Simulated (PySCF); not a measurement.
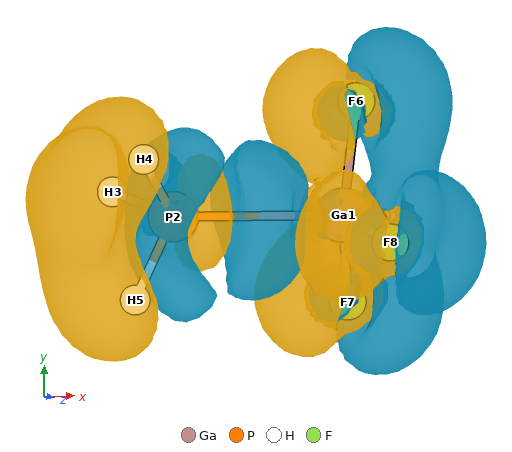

Figure. Ga(PH3)F3 (F₃GaH₃P). Change of the electron density in a uniform field of 0.26 V/Å, surfaces at ±0.001 e/Å³ (yellow: gain, teal: loss).

PySCF calculation, PBE0/aug-cc-pVDZ, gas phase; geometry: GFN2-xTB. No frequency check shows the geometry to be a minimum. GFN2-xTB bond lengths at metals and heavier atoms can be off by up to 0.1 Å and shapes distorted, which carries into these values.

Geometry (Å), atoms numbered from 1:

```
Ga1      0.5040   -0.0001    0.0002
P2      -2.0005   -0.0000    0.0014
H3      -2.6425    0.3187   -1.1652
H4      -2.6312    0.8638    0.8833
H5      -2.6341   -1.1828    0.3310
F6       0.8225    1.6204   -0.5572
F7       0.8195   -1.2902   -1.1288
F8       0.8350   -0.3299    1.6776
```

The field was applied in both directions; the picture shows the one opposite to the script's first.

Along which Cartesian direction does the field point?

Along +x: electrons gather on the −x side, against the field.

What dipole is induced, and what polarisability does it imply?

The induced dipole is 0.76 D (along the field); α along this axis, from the fields in both directions, is 60 bohr³ (8.8 Å³).

The PySCF run took 51 s on 1 thread of Arm Neoverse V2, with other jobs on the host, peak memory 0.76 GiB.
